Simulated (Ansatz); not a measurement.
Input file:

```
crystal:
  lattice:
    - [11.4570993991, 0.0, 0.0]
    - [0.0, 11.4570993991, 0.0]
    - [0.0, 0.0, 11.5438057567]
  atoms:
    - { symbol: Sn, position: [0.0, 0.0, 0.0] }
    - { symbol: Ge, position: [0.0, 0.0, 0.5] }
    - { symbol: Ge, position: [0.0, 0.5, 0.0] }
    - { symbol: Ge, position: [0.0, 0.5, 0.5] }
    - { symbol: Sn, position: [0.5, 0.0, 0.0] }
    - { symbol: Ge, position: [0.5, 0.0, 0.5] }
    - { symbol: Ge, position: [0.5, 0.5, 0.0] }
    - { symbol: Ge, position: [0.5, 0.5, 0.5] }
    - { symbol: Ge, position: [0.0, 0.25, 0.25] }
    - { symbol: Ge, position: [0.0, 0.25, 0.75] }
    - { symbol: Ge, position: [0.0, 0.75, 0.25] }
    - { symbol: Ge, position: [0.0, 0.75, 0.75] }
    - { symbol: Ge, position: [0.5, 0.25, 0.25] }
    - { symbol: Ge, position: [0.5, 0.25, 0.75] }
    - { symbol: Ge, position: [0.5, 0.75, 0.25] }
    - { symbol: Ge, position: [0.5, 0.75, 0.75] }
    - { symbol: Ge, position: [0.25, 0.0, 0.25] }
    - { symbol: Ge, position: [0.25, 0.0, 0.75] }
    - { symbol: Ge, position: [0.25, 0.5, 0.25] }
    - { symbol: Ge, position: [0.25, 0.5, 0.75] }
    - { symbol: Ge, position: [0.75, 0.0, 0.25] }
    - { symbol: Ge, position: [0.75, 0.0, 0.75] }
    - { symbol: Ge, position: [0.75, 0.5, 0.25] }
    - { symbol: Ge, position: [0.75, 0.5, 0.75] }
    - { symbol: Ge, position: [0.25, 0.25, 0.0] }
    - { symbol: Ge, position: [0.25, 0.25, 0.5] }
    - { symbol: Ge, position: [0.25, 0.75, 0.0] }
    - { symbol: Ge, position: [0.25, 0.75, 0.5] }
    - { symbol: Ge, position: [0.75, 0.25, 0.0] }
    - { symbol: Ge, position: [0.75, 0.25, 0.5] }
    - { symbol: Ge, position: [0.75, 0.75, 0.0] }
    - { symbol: Ge, position: [0.75, 0.75, 0.5] }
    - { symbol: Ge, position: [0.125, 0.125, 0.125] }
    - { symbol: Ge, position: [0.125, 0.125, 0.625] }
    - { symbol: Ge, position: [0.125, 0.625, 0.125] }
    - { symbol: Ge, position: [0.125, 0.625, 0.625] }
    - { symbol: Ge, position: [0.625, 0.125, 0.125] }
    - { symbol: Ge, position: [0.625, 0.125, 0.625] }
    - { symbol: Ge, position: [0.625, 0.625, 0.125] }
    - { symbol: Ge, position: [0.625, 0.625, 0.625] }
    - { symbol: Ge, position: [0.125, 0.375, 0.375] }
    - { symbol: Ge, position: [0.125, 0.375, 0.875] }
    - { symbol: Sn, position: [0.125, 0.875, 0.375] }
    - { symbol: Ge, position: [0.125, 0.875, 0.875] }
    - { symbol: Ge, position: [0.625, 0.375, 0.375] }
    - { symbol: Ge, position: [0.625, 0.375, 0.875] }
    - { symbol: Ge, position: [0.625, 0.875, 0.375] }
    - { symbol: Ge, position: [0.625, 0.875, 0.875] }
    - { symbol: Ge, position: [0.375, 0.125, 0.375] }
    - { symbol: Sn, position: [0.375, 0.125, 0.875] }
    - { symbol: Sn, position: [0.375, 0.625, 0.375] }
    - { symbol: Ge, position: [0.375, 0.625, 0.875] }
    - { symbol: Ge, position: [0.875, 0.125, 0.375] }
    - { symbol: Ge, position: [0.875, 0.125, 0.875] }
    - { symbol: Ge, position: [0.875, 0.625, 0.375] }
    - { symbol: Ge, position: [0.875, 0.625, 0.875] }
    - { symbol: Sn, position: [0.375, 0.375, 0.125] }
    - { symbol: Ge, position: [0.375, 0.375, 0.625] }
    - { symbol: Ge, position: [0.375, 0.875, 0.125] }
    - { symbol: Ge, position: [0.375, 0.875, 0.625] }
    - { symbol: Ge, position: [0.875, 0.375, 0.125] }
    - { symbol: Ge, position: [0.875, 0.375, 0.625] }
    - { symbol: Ge, position: [0.875, 0.875, 0.125] }
    - { symbol: Ge, position: [0.875, 0.875, 0.625] }
scf:
  occupations: { method: gaussian, width: 0.05 }
output:
  forces: true
  stress: true
  eigenvalues: true
  write_density: true
  write_potential: true
  elf: true
  volumetric_format: npy
hamiltonian:
  xc: r2scan
kpoints:
  mp_grid: { grid: [3, 3, 3] }
relax:
  f_tol: 0.003
  cell: { stress_tol: 0.02, fix: [a, b, angles] }
```

Launched as:

```sh
ansatz run input.yaml --threads 16 --pin off --max-ram 24576MiB --backend cpu --events-out ev --progress --plain --runs-dir out
```

Below, planes, directions and counts refer to the conventional cell (a = 11.46 Å, b = 11.46 Å, c = 11.58 Å, α = 90.00°, β = 90.00°, γ = 90.00°).

The fields are those of the run's last geometry, not of the input's.

Space group P1.

Method: Ansatz 0.2.0, DFT r2SCAN, scalar-relativistic, plane waves, PAW.

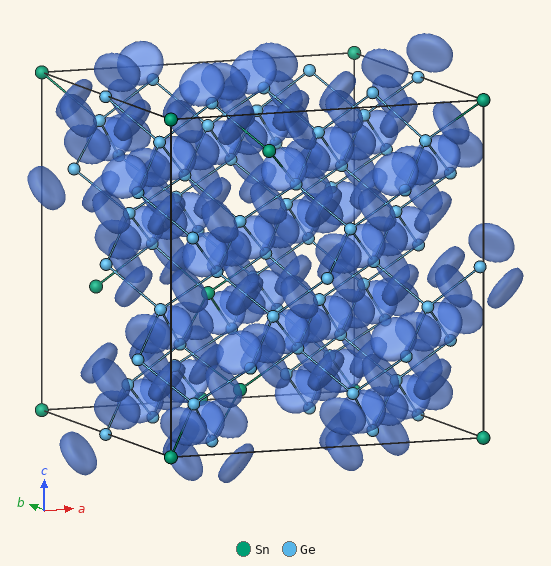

Sn3Ge29. Isosurface of the electron localisation function at 0.6 (blue), seen slightly off an axis. Only the valence region is drawn (cores and ρ < 0.01 e/Å³ removed). Sticks mark near contacts.

### Describe the localisation domains.

At this value the surface marks out 105 regions between bonded Ge–Ge atoms (shared pairs), 22 regions between bonded Ge–Sn atoms (shared pairs) and one region between bonded Sn–Sn atoms (shared pairs), counted in one cell of 64 atoms. Regions shared between cells count once.

Values along the shortest contacts:
Ge–Ge (2.43 Å): the ELF peaks at about 0.80 between the atoms; a shared electron pair. Sn–Ge (2.58 Å): the ELF peaks at about 0.75 between the atoms.
